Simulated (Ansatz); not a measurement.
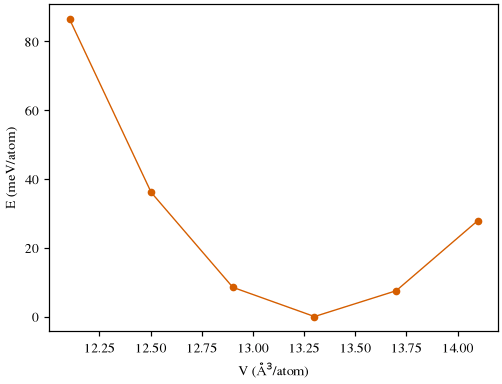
Si$_{2}$Mo in space group Fddd (No. 70; Si on 16f, Mo on 8a) under volume change, the program Ansatz at the r²SCAN level (PAW), shape and atoms relaxed at each volume.

Q: What does a third-order Birch–Murnaghan fit give for V₀, B₀ and B′?

A: V₀ = 13.31 Å³/atom, B₀ = 210 GPa, B′ = 5.2.

A made-up cell: these elements were put on the sites of a structure type; neither database checked (COD, Materials Project) lists it. It is not the phase usual at ambient conditions (space group No. 139). The r²SCAN relaxation kept the symmetry of its start; its stability against distortions is not shown here. The run is not spin-polarised.

Potentials: the later of the program's two PAW sets.
